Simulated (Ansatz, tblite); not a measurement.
**CBF3O: which spin state is lowest**

Is the singlet the ground state of CBF3O? Other spin states are computed and compared level by level.

Method: as each input shows; program: Ansatz 0.2.0, Gaussian basis.

Levels to be run: triplet, at the geometry of the singlet (GFN1-xTB, GFN2-xTB, PBE0-D4/def2-TZVP, PBE-D4/def2-TZVP, r2SCAN-D4/def2-TZVP); the singlet's energies come from earlier runs.

### Step 1. The geometry

The singlet was relaxed beforehand with r2SCAN-D4/def2-SVP.

6 atoms, charge 0, spin multiplicity 1.

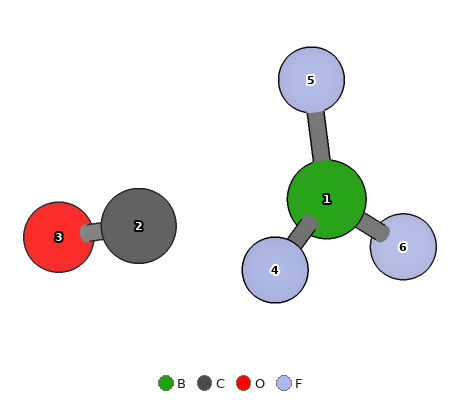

The structure; boron green, carbon dark grey, oxygen red, fluorine light blue; atoms are numbered from 1 in the order of the file.

Geometry (Å):

```xyz
6
CBF3O
B    -0.0224    0.0034   -1.0517
C     0.0345   -0.0051    1.6067
O     0.0584   -0.0084    2.7366
F     1.2925   -0.0257   -1.1251
F    -0.6568    1.1581   -1.0816
F    -0.7062   -1.1222   -1.0849
```

### Step 2. Triplet at the fixed geometry, GFN1-xTB

Tight binding, by tblite at 300 K electronic temperature and without a spin-polarisation term:

```python
tblite.interface.Calculator('GFN1-xTB', numbers, positions, charge=0, uhf=2).singlepoint()
```

Energy -639.4157 eV; 0.002 s.

### Step 3. Triplet at the fixed geometry, GFN2-xTB

Tight binding, by tblite at 300 K electronic temperature and without a spin-polarisation term:

```python
tblite.interface.Calculator('GFN2-xTB', numbers, positions, charge=0, uhf=2).singlepoint()
```

Energy -585.3900 eV; 0.002 s.

### Step 4. Triplet at the fixed geometry, PBE0-D4/def2-TZVP

Input file in.yaml:

```yaml
crystal:
  periodic: [false, false, false]
  atoms:
    - {symbol: B, position_ang: [-0.022449, 0.003355, -1.051667]}
    - {symbol: C, position_ang: [0.034511, -0.005104, 1.606652]}
    - {symbol: O, position_ang: [0.058393, -0.008449, 2.736599]}
    - {symbol: F, position_ang: [1.292527, -0.025701, -1.125137]}
    - {symbol: F, position_ang: [-0.656770, 1.158053, -1.081566]}
    - {symbol: F, position_ang: [-0.706212, -1.122154, -1.084881]}
basis:
  gaussian: {orbitals: def2-TZVP}
magnetization: {spin_polarized: true, initial_magnetization: 2}
hamiltonian: {xc: pbe0, dispersion: d4}
scf: {omitted_lower_state_checks: [starts]}
output: {orbitals: {seedname: orbitals}}
```

On the command line:

```
> ansatz run in.yaml --threads 4 --pin off --events-out ev --progress --plain --max-ram 3916MiB
```

The program printed:

```text
Functional definition: PBE0
  name "PBE0"
  cite "Adamo & Barone, J. Chem. Phys. 110, 6158 (1999) doi:10.1063/1.478522"
  cite "Perdew, Burke & Ernzerhof, Phys. Rev. Lett. 77, 3865 (1996) doi:10.1103/PhysRevLett.77.3865"
  parent pbe
  parameter a = 0.25
  parameter kappa = 0.804
  parameter beta = 0.06672455060314922
  exchange = (1 - a)*pbe_x(kappa = kappa, mu = beta*pi^2/3) + a*exact_x
  correlation = pbe_c(beta = beta)
these checks for a lower state are left out or cut short: starts
968 factors; their error is unknown
mean field evaluation 1: about -11897.3160 eV, gradient 4.1e1 eV
mean field evaluation 2: about -11885.1083 eV, gradient 7.3e1 eV
mean field evaluation 4: about -11902.0838 eV, gradient 2.8e0 eV
mean field evaluation 8: about -11902.1269 eV, gradient 1.5e-1 eV
mean field evaluation 16: about -11902.1750 eV, gradient 4.1e-4 eV
mean field evaluation 32: about -11902.1750 eV, gradient 1.2e-1 eV
mean field -11902.17507690 eV, -437.3968664921 hartree, gradient 8.4e-6 eV, S^2 2.013333; 0 other end points of the search recorded, 0 dependent functions left out
reference -11902.17510592 eV, -437.3968675585 hartree; 24, 22 occupied and 162, 164 virtual orbitals, 968 factors
Total energy: -11902.25190828 eV, -437.3996899932 hartree
Checks for a lower state left out: starts
```

Run time: 20 s. Hardware: 4 threads of Arm Neoverse V2, shared host; peak memory 0.65 GiB.

Report: HOMO -4.95 eV, LUMO -6.93 eV (over both spins; with the spin held, an empty level of the minority spin lies below the top filled one); ⟨S²⟩ 2.013 (pure: 2.00).

### Step 5. Triplet at the fixed geometry, PBE-D4/def2-TZVP

start.molden holds the orbitals of an earlier run on this state, given as this run's starting guess.

in.yaml: that of step 4 with these lines changed.

```diff
@@ -10,5 +10,5 @@
 basis:
-  gaussian: {orbitals: def2-TZVP}
+  gaussian: {orbitals: def2-TZVP, initial_orbitals: start.molden}
 magnetization: {spin_polarized: true, initial_magnetization: 2}
-hamiltonian: {xc: pbe0, dispersion: d4}
+hamiltonian: {xc: pbe, dispersion: d4}
 scf: {omitted_lower_state_checks: [starts]}
```

The command is unchanged.

The program printed:

```text
Functional definition: PBE
  name "PBE"
  cite "Perdew, Burke & Ernzerhof, Phys. Rev. Lett. 77, 3865 (1996) doi:10.1103/PhysRevLett.77.3865"
  parent pbe
  parameter kappa = 0.804
  parameter beta = 0.06672455060314922
  exchange = pbe_x(kappa = kappa, mu = beta*pi^2/3)
  correlation = pbe_c(beta = beta)
these checks for a lower state are left out or cut short: starts
968 factors; their error is unknown
mean field evaluation 1: about -11902.0152 eV, gradient 8.2e0 eV
mean field evaluation 2: about -11902.1727 eV, gradient 2.0e-1 eV
mean field evaluation 4: about -11902.1687 eV, gradient 2.9e-3 eV
mean field evaluation 8: about -11902.1686 eV, gradient 7.1e-2 eV
mean field evaluation 16: about -11902.1687 eV, gradient 3.5e-5 eV
mean field -11902.16867357 eV, -437.3966311739 hartree, gradient 2.9e-6 eV, S^2 2.008550; 0 other end points of the search recorded, 0 dependent functions left out
reference -11902.16871458 eV, -437.3966326809 hartree; 24, 22 occupied and 162, 164 virtual orbitals, 968 factors
Total energy: -11902.25968861 eV, -437.3999759152 hartree
Checks for a lower state left out: starts
```

Wall time 11 s (4 threads of Arm Neoverse V2, shared host).

Report: HOMO -3.29 eV, LUMO -8.19 eV (over both spins; with the spin held, an empty level of the minority spin lies below the top filled one); ⟨S²⟩ 2.009 (pure: 2.00).

### Step 6. Triplet at the fixed geometry, r2SCAN-D4/def2-TZVP

in.yaml: that of step 5 with these lines changed.

```diff
@@ -12,3 +12,3 @@
 magnetization: {spin_polarized: true, initial_magnetization: 2}
-hamiltonian: {xc: pbe, dispersion: d4}
+hamiltonian: {xc: r2scan, dispersion: d4}
 scf: {omitted_lower_state_checks: [starts]}
```

Same command.

The program printed (excerpt; [...] marks lines left out):

```text
Functional definition: r2SCAN
  name "r2SCAN"
  cite "Furness, Kaplan, Ning, Perdew & Sun, J. Phys. Chem. Lett. 11, 8208 (2020) doi:10.1021/acs.jpclett.0c02405"
  cite "Furness, Kaplan, Ning, Perdew & Sun, J. Phys. Chem. Lett. 11, 9248 (2020) doi:10.1021/acs.jpclett.0c03077"
  parent r2scan
[...]
968 factors; their error is unknown
[...]
mean field -11909.18781947 eV, -437.6545800279 hartree, gradient 2.1e-6 eV, S^2 2.015729; 0 other end points of the search recorded, 0 dependent functions left out
reference -11909.18783243 eV, -437.6545805044 hartree; 24, 22 occupied and 162, 164 virtual orbitals, 968 factors
Total energy: -11909.21160742 eV, -437.6554542192 hartree
Checks for a lower state left out: starts
```

It took 26 s on 4 threads of Arm Neoverse V2, shared host.

From the report: HOMO -3.72 eV, LUMO -7.37 eV (over both spins; with the spin held, an empty level of the minority spin lies below the top filled one); ⟨S²⟩ 2.016 (pure: 2.00).

### Step 7. Triplet less singlet, vertical

The singlet's energies are those of its earlier runs, whose logs aren't repeated here.

```csv
level,"triplet less singlet, vertical (kJ/mol)",time
GFN1-xTB,+517.4,0.005 s
GFN2-xTB,+485.7,0.004 s
PBE-D4/def2-TZVP,+593.0,12 s
r2SCAN-D4/def2-TZVP,+579.5,28 s
PBE0-D4/def2-TZVP,+595.2,21 s
```

Times add the two runs; a level without a time comes out of a correlated run. Tight binding without a spin term can't rank spin states.

### Step 8. Summary of results

| quantity | value |
| --- | --- |
| triplet less singlet, vertical, functionals in def2-TZVP | +579.5 (r2SCAN-D4) to +595.2 kJ/mol (PBE0-D4) |

**Reading.** All functionals put the triplet above the singlet, over a spread of 15.7 kJ/mol. The checks for a lower triplet were left out, so another state of that spin may lie lower. These are electronic energies, without zero-point motion, entropy or surroundings.
